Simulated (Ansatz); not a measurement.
# CH6BBrSnTe: rotation by 120° about the C1–Sn2 bond

Aim: the minimum-energy path and barrier of the rotation by 120° about the C1–Sn2 bond. The ends are relaxed first, then joined by a nudged elastic band. SMILES of the start: [CH3][SnH]([Br])[BH][TeH].

Method: RHF/def2-SVP, in Ansatz 0.2.0.

**1. The structure to begin with**

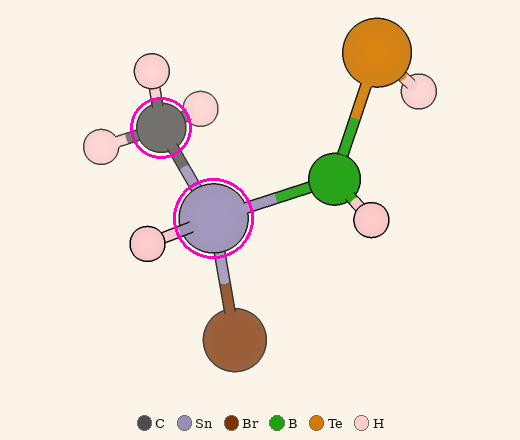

The starting structure, seen from a chosen angle (carbon dark grey, tin purple, bromine brown, boron green, tellurium orange, hydrogen pink). Ringed: C1, Sn2.

Coordinates:

```xyz
11

C    -1.4478   -0.3670    0.8874
Sn    0.5634    0.2503    0.9336
Br    1.9072   -1.6544    1.8219
B     1.3177    0.7493   -1.1228
Te   -0.1656    0.5570   -2.8299
H    -1.6126   -1.1926    0.2173
H    -1.8129   -0.5699    1.9042
H    -2.0629    0.5340    0.4685
H     0.7601    1.6730    2.0063
H     2.3637    1.0689   -1.2877
H     0.2552   -1.1058   -2.9782
```

**2. End point A**

The input, input.yaml:

```yaml
crystal:
  periodic: [false, false, false]
  atoms:
    - { symbol: C, position_ang: [-1.4478, -0.367, 0.8874] }
    - { symbol: Sn, position_ang: [0.5634, 0.2503, 0.9336] }
    - { symbol: Br, position_ang: [1.9072, -1.6544, 1.8219] }
    - { symbol: B, position_ang: [1.3177, 0.7493, -1.1228] }
    - { symbol: Te, position_ang: [-0.1656, 0.557, -2.8299] }
    - { symbol: H, position_ang: [-1.6126, -1.1926, 0.2173] }
    - { symbol: H, position_ang: [-1.8129, -0.5699, 1.9042] }
    - { symbol: H, position_ang: [-2.0629, 0.534, 0.4685] }
    - { symbol: H, position_ang: [0.7601, 1.673, 2.0063] }
    - { symbol: H, position_ang: [2.3637, 1.0689, -1.2877] }
    - { symbol: H, position_ang: [0.2552, -1.1058, -2.9782] }
basis:
  gaussian: { orbitals: def2-SVP }
hamiltonian:
  xc: hf
relax:
  f_tol: 0.015
  max_steps: 40
output:
  orbitals: {}
```

The run is started by

```bash
$ ansatz run input.yaml --threads 2 --pin off --max-ram 3072MiB --backend cpu --events-out ev --progress --plain --runs-dir out
```

Standard output (excerpt; [...] marks lines left out):

```text
Warning: RAYON_NUM_THREADS=2 ignored (pool sized by the plan → 2); use --threads N
[...]
Functional definition: HF
[...]
1729 factors; integrals over basis functions are off by at most 3.0e-4 eV
[...]
mean field -84856.91980908 eV, -3118.4342848977 hartree, gradient 3.1e-5 eV, S^2 0.000000; 0 other end points of the search recorded, 0 dependent functions left out
[...]
reference -84856.91980908 eV, -3118.4342848977 hartree; 49, 49 occupied and 93, 93 virtual orbitals, 1729 factors
relax step   1: F+E_penalty+E_count = -84856.91980908 eV  Δ(F+E_penalty+E_count) = +0.000e0 eV  max|allowed force component| = 2.626e0 eV/Å  Δτ_max = 0.0000 Å  (55 SCF iters, accepted)
[...]
relax step  13: F+E_penalty+E_count = -84858.03205097 eV  Δ(F+E_penalty+E_count) = -3.612e-3 eV  max|allowed force component| = 1.578e-1 eV/Å  Δτ_max = 0.1446 Å  (38 SCF iters, accepted)
[...]
relax step  14: F+E_penalty+E_count = -84858.03383101 eV  Δ(F+E_penalty+E_count) = -1.780e-3 eV  max|allowed force component| = 1.705e-1 eV/Å  Δτ_max = 0.0348 Å  (41 SCF iters, accepted)
[...]
1729 factors; integrals over basis functions are off by at most 3.6e-4 eV
mean field -84858.03609602 eV, -3118.4753076862 hartree, gradient 9.5e-6 eV, S^2 0.000000; 0 other end points of the search recorded, 0 dependent functions left out
[...]
reference -84858.03609602 eV, -3118.4753076862 hartree; 49, 49 occupied and 93, 93 virtual orbitals, 1729 factors
```

**3. More of the same log: end point A relaxed**

Output, continued (excerpt; [...] marks lines left out):

```text
relax step  15: F+E_penalty+E_count = -84858.03609602 eV  Δ(F+E_penalty+E_count) = -2.265e-3 eV  max|allowed force component| = 7.247e-2 eV/Å  Δτ_max = 0.0341 Å  (40 SCF iters, accepted)
[...]
relax step  18: F+E_penalty+E_count = -84858.04036866 eV  Δ(F+E_penalty+E_count) = -1.260e-3 eV  max|allowed force component| = 7.885e-2 eV/Å  Δτ_max = 0.0230 Å  (40 SCF iters, accepted)
[...]
Atom 7 at    -2.167029     0.152823     0.400552 Å, force     0.003266    -0.001023     0.003107 eV/Å
Atom 8 at     0.586174     1.751046     1.787939 Å, force    -0.000107    -0.001195    -0.000534 eV/Å
Atom 9 at     2.652307     0.916489    -1.275182 Å, force     0.006216     0.000897    -0.000046 eV/Å
Atom 10 at    -0.939090    -0.084140    -2.552631 Å, force     0.002341     0.000824    -0.000739 eV/Å
Dipole moment:    -0.481959     0.350649    -0.426935 e Å
```

Wall time 2.5 min (2 threads of Arm Neoverse V1, shared host); peak memory 0.5 GiB.

Relaxation path:

```
step  energy from step 1 (eV)  largest force component (eV/Å)
   1                   0.0000                          2.6257
   2                  -0.2753                          1.1923
   3                  -0.3847                          0.6129
   4                  -0.4688                          0.3647
   5                  -0.5643                          0.4550
   6                  -0.6763                          1.0949
   7                  -0.8324                          1.2400
   8                  -1.0258                          0.5090
   9                  -1.0960                          0.2051
 10x                  -1.0839                          0.3460
  11                  -1.1085                          0.1488
  12                  -1.1086                          0.1532
  13                  -1.1122                          0.1578
  14                  -1.1140                          0.1705
  15                  -1.1163                          0.0725
  16                  -1.1184                          0.0183
  17                  -1.1193                          0.1704
  18                  -1.1206                          0.0789
  19                  -1.1217                          0.0160
  20                  -1.1225                          0.0356
  21                  -1.1227                          0.0546
  22                  -1.1230                          0.0492
  23                  -1.1233                          0.0262
  24                  -1.1234                          0.0217
 25x                  -1.1234                          0.0134
  26                  -1.1234                          0.0080
```

Step 1 is the start. 2 steps were tried and not accepted (marked x).

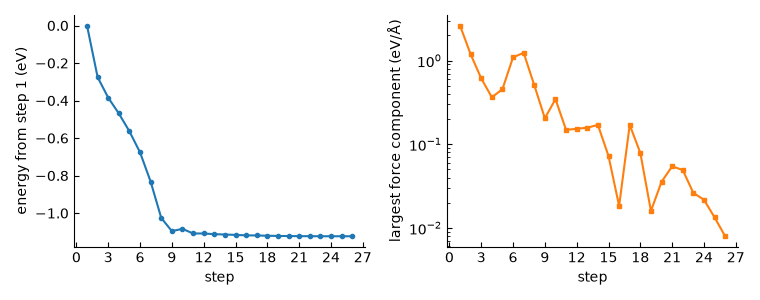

How energy and force went from step to step.

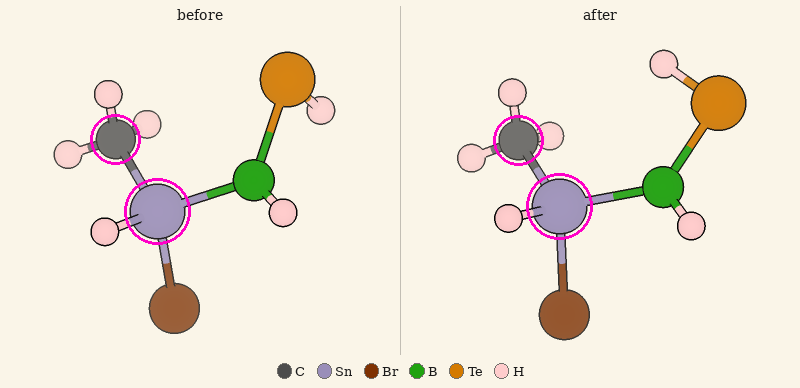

Before and after, at one scale.

After: Bond lengths: C1–Sn2 2.154 Å, Sn2–Br3 2.539 Å, Sn2–B4 2.276 Å, B4–Te5 2.132 Å, C1–H6 1.090 Å, C1–H7 1.090 Å, C1–H8 1.091 Å, Sn2–H9 1.710 Å, B4–H10 1.194 Å, Te5–H11 1.651 Å. Angles (14 of 16 angles, heavy atoms first): C1–Sn2–Br3 105.4°, C1–Sn2–B4 116.8°, Br3–Sn2–B4 104.7°, Sn2–B4–Te5 126.2°, C1–Sn2–H9 111.0°, Br3–Sn2–H9 105.0°, B4–Sn2–H9 112.7°, Sn2–C1–H6 110.2°, Sn2–C1–H7 109.5°, Sn2–C1–H8 110.4°, Sn2–B4–H10 120.1°, Te5–B4–H10 113.7°, B4–Te5–H11 98.1°, H6–C1–H7 108.8°.

**4. End point B**

The second end starts from a geometry with the move made by hand.

The input, input.yaml:

```yaml
crystal:
  periodic: [false, false, false]
  atoms:
    - { symbol: C, position_ang: [-1.4478, -0.367, 0.8874] }
    - { symbol: Sn, position_ang: [0.5634, 0.2503, 0.9336] }
    - { symbol: Br, position_ang: [1.22158, 0.82081, -1.40394] }
    - { symbol: B, position_ang: [0.83301, 2.07901, 2.21027] }
    - { symbol: Te, position_ang: [-1.02239, 2.89481, 3.23171] }
    - { symbol: H, position_ang: [-1.6126, -1.1926, 0.2173] }
    - { symbol: H, position_ang: [-1.8129, -0.5699, 1.9042] }
    - { symbol: H, position_ang: [-2.0629, 0.534, 0.4685] }
    - { symbol: H, position_ang: [1.61212, -1.06846, 1.54557] }
    - { symbol: H, position_ang: [1.82448, 2.55515, 2.32741] }
    - { symbol: H, position_ang: [-1.36624, 3.81786, 1.81972] }
basis:
  gaussian: { orbitals: def2-SVP }
hamiltonian:
  xc: hf
relax:
  f_tol: 0.015
  max_steps: 40
output:
  orbitals: {}
```

The run is started by

```bash
$ ansatz run input.yaml --threads 2 --pin off --max-ram 3072MiB --backend cpu --events-out ev --progress --plain --runs-dir out
```

Standard output (excerpt; [...] marks lines left out):

```text
Warning: RAYON_NUM_THREADS=2 ignored (pool sized by the plan → 2); use --threads N
[...]
[... 1 set-up line as earlier in the session ...]
[...]
1730 factors; integrals over basis functions are off by at most 3.1e-4 eV
[...]
mean field -84856.91630085 eV, -3118.4341559725 hartree, gradient 3.0e-5 eV, S^2 0.000000; 0 other end points of the search recorded, 0 dependent functions left out
[...]
reference -84856.91630085 eV, -3118.4341559725 hartree; 49, 49 occupied and 93, 93 virtual orbitals, 1730 factors
[...]
relax step  16: F+E_penalty+E_count = -84858.03670148 eV  Δ(F+E_penalty+E_count) = -6.095e-4 eV  max|allowed force component| = 6.824e-2 eV/Å  Δτ_max = 0.0355 Å  (40 SCF iters, accepted)
[...]
1730 factors; integrals over basis functions are off by at most 4.2e-4 eV
mean field -84858.03777033 eV, -3118.4753692156 hartree, gradient 9.5e-6 eV, S^2 0.000000; 0 other end points of the search recorded, 0 dependent functions left out
[...]
reference -84858.03777033 eV, -3118.4753692156 hartree; 49, 49 occupied and 93, 93 virtual orbitals, 1730 factors
```

**5. The output, continued: end point B relaxed**

The log, continued:

```text
relax step  17: F+E_penalty+E_count = -84858.03777033 eV  Δ(F+E_penalty+E_count) = -1.069e-3 eV  max|allowed force component| = 1.097e-1 eV/Å  Δτ_max = 0.0712 Å  (39 SCF iters, accepted)
these checks for a lower state are left out or cut short: starts, cluster_reference, orbital_swaps, neighbouring_geometries, increment
1730 factors; integrals over basis functions are off by at most 4.4e-4 eV
mean field -84858.03880479 eV, -3118.4754072315 hartree, gradient 9.5e-6 eV, S^2 0.000000; 0 other end points of the search recorded, 0 dependent functions left out
the calculation of the forces begins
reference -84858.03880479 eV, -3118.4754072315 hartree; 49, 49 occupied and 93, 93 virtual orbitals, 1730 factors
relax step  18: F+E_penalty+E_count = -84858.03880479 eV  Δ(F+E_penalty+E_count) = -1.034e-3 eV  max|allowed force component| = 2.032e-1 eV/Å  Δτ_max = 0.1240 Å  (39 SCF iters, accepted)
these checks for a lower state are left out or cut short: starts, cluster_reference, orbital_swaps, neighbouring_geometries, increment
1730 factors; integrals over basis functions are off by at most 4.4e-4 eV
mean field -84858.03968196 eV, -3118.4754394667 hartree, gradient 9.5e-6 eV, S^2 0.000000; 0 other end points of the search recorded, 0 dependent functions left out
the calculation of the forces begins
reference -84858.03968196 eV, -3118.4754394667 hartree; 49, 49 occupied and 93, 93 virtual orbitals, 1730 factors
relax step  19: F+E_penalty+E_count = -84858.03968196 eV  Δ(F+E_penalty+E_count) = -8.772e-4 eV  max|allowed force component| = 2.045e-1 eV/Å  Δτ_max = 0.0688 Å  (40 SCF iters, accepted)
these checks for a lower state are left out or cut short: starts, cluster_reference, orbital_swaps, neighbouring_geometries, increment
1730 factors; integrals over basis functions are off by at most 4.4e-4 eV
mean field evaluation 192: about -84858.0380 eV, gradient 7.5e-1 eV
mean field -84858.04018192 eV, -3118.4754578402 hartree, gradient 9.6e-6 eV, S^2 0.000000; 0 other end points of the search recorded, 0 dependent functions left out
the calculation of the forces begins
reference -84858.04018192 eV, -3118.4754578402 hartree; 49, 49 occupied and 93, 93 virtual orbitals, 1730 factors
relax step  20: F+E_penalty+E_count = -84858.04018192 eV  Δ(F+E_penalty+E_count) = -5.000e-4 eV  max|allowed force component| = 1.592e-1 eV/Å  Δτ_max = 0.0188 Å  (40 SCF iters, accepted)
these checks for a lower state are left out or cut short: starts, cluster_reference, orbital_swaps, neighbouring_geometries, increment
1730 factors; integrals over basis functions are off by at most 4.3e-4 eV
mean field -84858.04178053 eV, -3118.4755165879 hartree, gradient 9.5e-6 eV, S^2 0.000000; 0 other end points of the search recorded, 0 dependent functions left out
the calculation of the forces begins
reference -84858.04178053 eV, -3118.4755165879 hartree; 49, 49 occupied and 93, 93 virtual orbitals, 1730 factors
relax step  21: F+E_penalty+E_count = -84858.04178053 eV  Δ(F+E_penalty+E_count) = -1.599e-3 eV  max|allowed force component| = 4.226e-2 eV/Å  Δτ_max = 0.0451 Å  (41 SCF iters, accepted)
these checks for a lower state are left out or cut short: starts, cluster_reference, orbital_swaps, neighbouring_geometries, increment
1730 factors; integrals over basis functions are off by at most 4.3e-4 eV
mean field -84858.04222104 eV, -3118.4755327762 hartree, gradient 9.5e-6 eV, S^2 0.000000; 0 other end points of the search recorded, 0 dependent functions left out
the calculation of the forces begins
reference -84858.04222104 eV, -3118.4755327762 hartree; 49, 49 occupied and 93, 93 virtual orbitals, 1730 factors
relax step  22: F+E_penalty+E_count = -84858.04222104 eV  Δ(F+E_penalty+E_count) = -4.405e-4 eV  max|allowed force component| = 3.335e-2 eV/Å  Δτ_max = 0.0561 Å  (40 SCF iters, accepted)
these checks for a lower state are left out or cut short: starts, cluster_reference, orbital_swaps, neighbouring_geometries, increment
1730 factors; integrals over basis functions are off by at most 4.3e-4 eV
mean field evaluation 224: about -84858.0427 eV, gradient 9.7e-6 eV
mean field -84858.04265312 eV, -3118.4755486549 hartree, gradient 9.5e-6 eV, S^2 0.000000; 0 other end points of the search recorded, 0 dependent functions left out
the calculation of the forces begins
reference -84858.04265312 eV, -3118.4755486549 hartree; 49, 49 occupied and 93, 93 virtual orbitals, 1730 factors
relax step  23: F+E_penalty+E_count = -84858.04265312 eV  Δ(F+E_penalty+E_count) = -4.321e-4 eV  max|allowed force component| = 4.925e-2 eV/Å  Δτ_max = 0.0780 Å  (39 SCF iters, accepted)
these checks for a lower state are left out or cut short: starts, cluster_reference, orbital_swaps, neighbouring_geometries, increment
1730 factors; integrals over basis functions are off by at most 4.3e-4 eV
mean field -84858.04291383 eV, -3118.4755582357 hartree, gradient 9.5e-6 eV, S^2 0.000000; 0 other end points of the search recorded, 0 dependent functions left out
the calculation of the forces begins
reference -84858.04291383 eV, -3118.4755582357 hartree; 49, 49 occupied and 93, 93 virtual orbitals, 1730 factors
relax step  24: F+E_penalty+E_count = -84858.04291383 eV  Δ(F+E_penalty+E_count) = -2.607e-4 eV  max|allowed force component| = 3.343e-2 eV/Å  Δτ_max = 0.0196 Å  (40 SCF iters, accepted)
these checks for a lower state are left out or cut short: starts, cluster_reference, orbital_swaps, neighbouring_geometries, increment
1730 factors; integrals over basis functions are off by at most 4.2e-4 eV
mean field -84858.04306316 eV, -3118.4755637238 hartree, gradient 9.5e-6 eV, S^2 0.000000; 0 other end points of the search recorded, 0 dependent functions left out
the calculation of the forces begins
reference -84858.04306316 eV, -3118.4755637238 hartree; 49, 49 occupied and 93, 93 virtual orbitals, 1730 factors
relax step  25: F+E_penalty+E_count = -84858.04306316 eV  Δ(F+E_penalty+E_count) = -1.493e-4 eV  max|allowed force component| = 3.146e-2 eV/Å  Δτ_max = 0.0295 Å  (40 SCF iters, accepted)
these checks for a lower state are left out or cut short: starts, cluster_reference, orbital_swaps, neighbouring_geometries, increment
1730 factors; integrals over basis functions are off by at most 4.2e-4 eV
mean field -84858.04312086 eV, -3118.4755658440 hartree, gradient 9.5e-6 eV, S^2 0.000000; 0 other end points of the search recorded, 0 dependent functions left out
the calculation of the forces begins
reference -84858.04312086 eV, -3118.4755658440 hartree; 49, 49 occupied and 93, 93 virtual orbitals, 1730 factors
relax step  26: F+E_penalty+E_count = -84858.04312086 eV  Δ(F+E_penalty+E_count) = -5.769e-5 eV  max|allowed force component| = 3.574e-2 eV/Å  Δτ_max = 0.0414 Å  (40 SCF iters, accepted)
these checks for a lower state are left out or cut short: starts, cluster_reference, orbital_swaps, neighbouring_geometries, increment
1730 factors; integrals over basis functions are off by at most 4.2e-4 eV
mean field evaluation 256: about -84858.0432 eV, gradient 9.1e-4 eV
mean field -84858.04318672 eV, -3118.4755682643 hartree, gradient 1.6e-5 eV, S^2 0.000000; 0 other end points of the search recorded, 0 dependent functions left out
the calculation of the forces begins
reference -84858.04318672 eV, -3118.4755682643 hartree; 49, 49 occupied and 93, 93 virtual orbitals, 1730 factors
relax step  27: F+E_penalty+E_count = -84858.04318672 eV  Δ(F+E_penalty+E_count) = -6.586e-5 eV  max|allowed force component| = 2.523e-2 eV/Å  Δτ_max = 0.0090 Å  (30 SCF iters, accepted)
these checks for a lower state are left out or cut short: starts, cluster_reference, orbital_swaps, neighbouring_geometries, increment
1730 factors; integrals over basis functions are off by at most 4.2e-4 eV
mean field -84858.04320958 eV, -3118.4755691044 hartree, gradient 2.0e-5 eV, S^2 0.000000; 0 other end points of the search recorded, 0 dependent functions left out
the calculation of the forces begins
reference -84858.04320958 eV, -3118.4755691044 hartree; 49, 49 occupied and 93, 93 virtual orbitals, 1730 factors
relax step  28: F+E_penalty+E_count = -84858.04320958 eV  Δ(F+E_penalty+E_count) = -2.286e-5 eV  max|allowed force component| = 1.215e-2 eV/Å  Δτ_max = 0.0067 Å  (29 SCF iters, accepted)
1730 factors; integrals over basis functions are off by at most 4.2e-4 eV
mean field -84858.04320958 eV, -3118.4755691044 hartree, gradient 2.0e-5 eV, S^2 0.000000; 1 other end points of the search recorded, 0 dependent functions left out
the calculation of the forces begins
reference -84858.04320958 eV, -3118.4755691044 hartree; 49, 49 occupied and 93, 93 virtual orbitals, 1730 factors
Total energy: -84858.04320958 eV, -3118.4755691044 hartree
Atom 0 at    -1.538767    -0.239798     0.714568 Å, force    -0.012147     0.004155     0.002561 eV/Å
Atom 1 at     0.521344     0.297285     1.041290 Å, force     0.002739     0.000179    -0.002723 eV/Å
Atom 2 at     1.519703     0.583609    -1.275748 Å, force    -0.001219    -0.000312     0.002250 eV/Å
Atom 3 at     0.914422     2.279755     2.088500 Å, force     0.008399    -0.000117     0.010108 eV/Å
Atom 4 at    -0.544660     3.529908     3.012282 Å, force    -0.003614    -0.010535    -0.007129 eV/Å
Atom 5 at    -1.587714    -1.142302     0.105849 Å, force     0.000832     0.004343     0.002940 eV/Å
Atom 6 at    -2.037294    -0.429144     1.666826 Å, force     0.005530     0.000908    -0.010585 eV/Å
Atom 7 at    -2.059833     0.563686     0.194003 Å, force     0.006475    -0.008300     0.005496 eV/Å
Atom 8 at     1.389275    -1.001175     1.738667 Å, force    -0.002300     0.004598    -0.000113 eV/Å
Atom 9 at     2.028173     2.706226     2.162592 Å, force    -0.007107    -0.001277    -0.005583 eV/Å
Atom 10 at    -1.874888     2.605931     2.692912 Å, force     0.002410     0.006357     0.002777 eV/Å
Dipole moment:    -0.408958     0.007106     0.608841 e Å
```

It took 2.7 min on 2 threads of Arm Neoverse V1, shared host; peak memory 0.5 GiB.

Step by step:

```csv
step,energy from step 1 (eV),largest force component (eV/Å)
1,0.0000,2.6010
2,-0.2683,1.2553
3,-0.3887,0.5752
4,-0.4732,0.2465
5,-0.5703,0.4903
6,-0.6842,1.2015
7,-0.8377,1.1752
8,-1.0235,0.6647
9,-1.0981,0.2279
10,-1.0995,0.2709
11,-1.1143,0.1774
12x,-1.1116,0.1725
13,-1.1172,0.0279
14,-1.1189,0.0425
15,-1.1198,0.0688
16,-1.1204,0.0682
17,-1.1215,0.1097
18,-1.1225,0.2032
19,-1.1234,0.2045
20,-1.1239,0.1592
21,-1.1255,0.0423
22,-1.1259,0.0333
23,-1.1264,0.0493
24,-1.1266,0.0334
25,-1.1268,0.0315
26,-1.1268,0.0357
27,-1.1269,0.0252
28,-1.1269,0.0121
```

Step 1 is the start. 1 step was tried and not accepted (marked x).

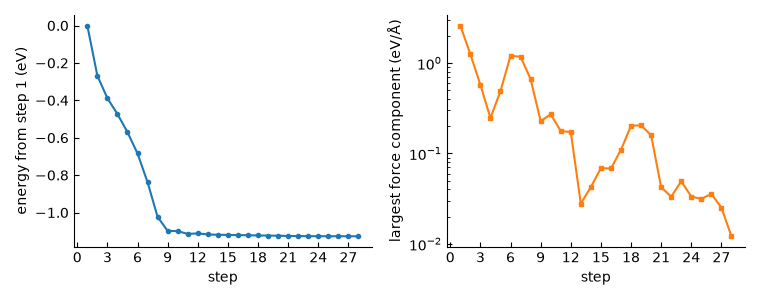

How energy and force went from step to step.

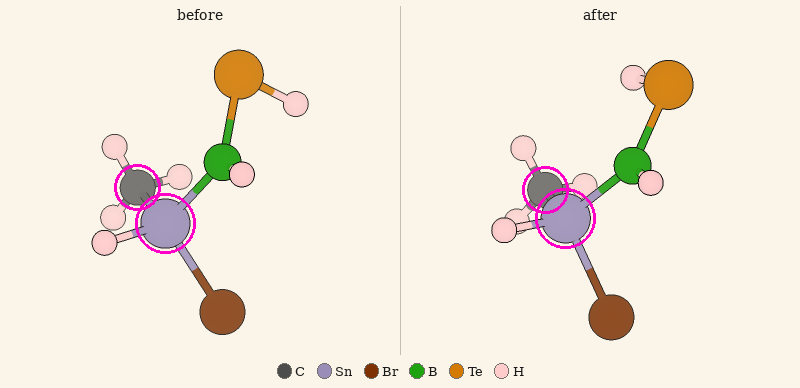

The structure before (left) and after (right), drawn at the same scale.

After: Bond lengths: C1–Sn2 2.154 Å, Sn2–Br3 2.539 Å, Sn2–B4 2.276 Å, B4–Te5 2.132 Å, C1–H6 1.090 Å, C1–H7 1.091 Å, C1–H8 1.090 Å, Sn2–H9 1.710 Å, B4–H10 1.195 Å, Te5–H11 1.651 Å. Angles (14 of 16 angles, heavy atoms first): C1–Sn2–Br3 105.4°, C1–Sn2–B4 116.9°, Br3–Sn2–B4 104.7°, Sn2–B4–Te5 126.3°, C1–Sn2–H9 111.0°, Br3–Sn2–H9 105.0°, B4–Sn2–H9 112.7°, Sn2–C1–H6 109.5°, Sn2–C1–H7 110.4°, Sn2–C1–H8 110.2°, Sn2–B4–H10 120.0°, Te5–B4–H10 113.7°, B4–Te5–H11 98.0°, H6–C1–H7 108.9°.

(Part 1 of 2 ends here.)
